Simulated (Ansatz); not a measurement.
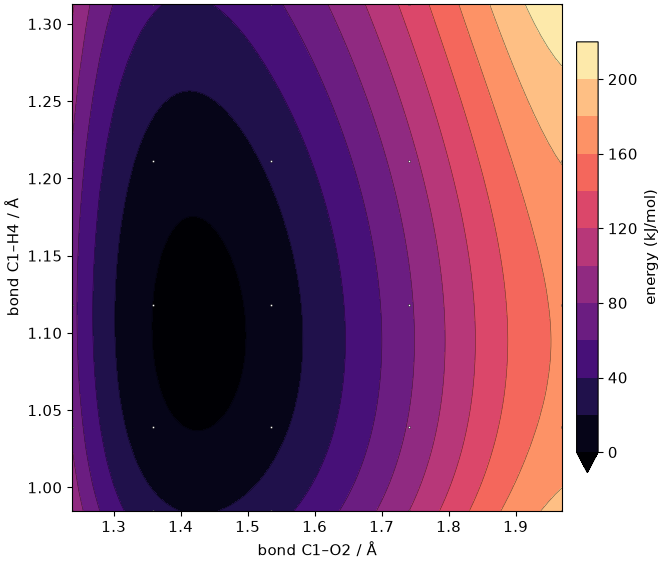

Energy landscape of CH4GeO, SMILES C[O][GeH]. Two internal coordinates are moved rigidly from the geometry relaxed at PBE0-D4/def2-TZVP, all others fixed. Coordinates scanned: (1) bond C1–O2; (2) bond C1–H4. The scan uses a 5 × 5 grid. Points are written as (first, second). Energies: kJ/mol, counted from the lowest grid point. These are results of Ansatz 0.2.0, RKS PBE-D4/def2-TZVPP, not measurements.

Drawn: filled contours, dots at the grid points. Between grid points the surface is interpolated. 

Summarise what can be read from the map.

Answer. The lowest grid point is at (1.358 Å, 1.118 Å). The bottom of the well lies between grid points, at about (1.424 Å, 1.101 Å), about 7.3 kJ/mol lower on the interpolated surface. It is the only kind of minimum in the scanned range. The highest grid point, (1.969 Å, 1.313 Å), lies 214 kJ/mol above the lowest. Round the minimum the two coordinates are nearly uncoupled.

The values on the grid:

```
bond C1–H4 ↓, bond C1–O2 →  1.238  1.358  1.535  1.741  1.969
                     1.313    103     42     56    127    214
                     1.211     77     13     24     94    181
                     1.118     67      0      8     77    164
                     1.039     76      7     14     82    168
                     0.985     97     26     32    100    186
```
